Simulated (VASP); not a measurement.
Consider the following.

```yaml
crystal:
  lattice:
    - [2.98279, 0.00000, 0.00000]
    - [0.00000, 2.98279, 0.00000]
    - [0.00000, 0.00000, 2.98279]
  atoms:
    - { symbol: Al, position: [0.50000, 0.50000, 0.50000] }
    - { symbol: Ru, position: [0.00000, 0.00000, 0.00000] }
```

Computed with vdW-DF-cx, VASP's PBE PAW potentials (set 64) (plane waves; VASP 6.6.1). Run with 520 eV cut-off, 14×14×14 Γ-centred mesh, tetrahedra with Blöchl corrections, potentials Al Ru_pv.

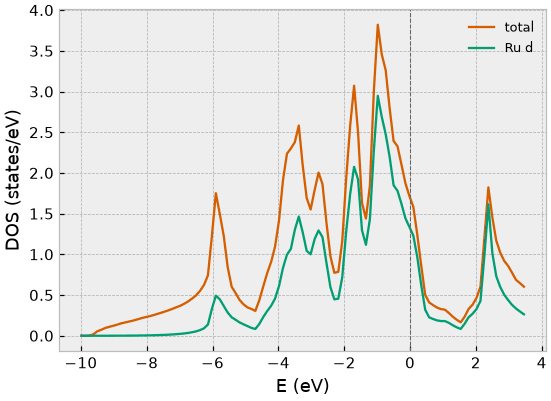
Figure: Total and projected density of states, zero at the Fermi level

Within 2 eV below the Fermi level the largest weight inside VASP's projection spheres is Ru d.

It has no gap at this level: it comes out as a metal or semimetal.

The compound is RuAl in the CsCl type structure. It was relaxed first. The electron count is odd and the run is not spin-polarised, which forces a metal.
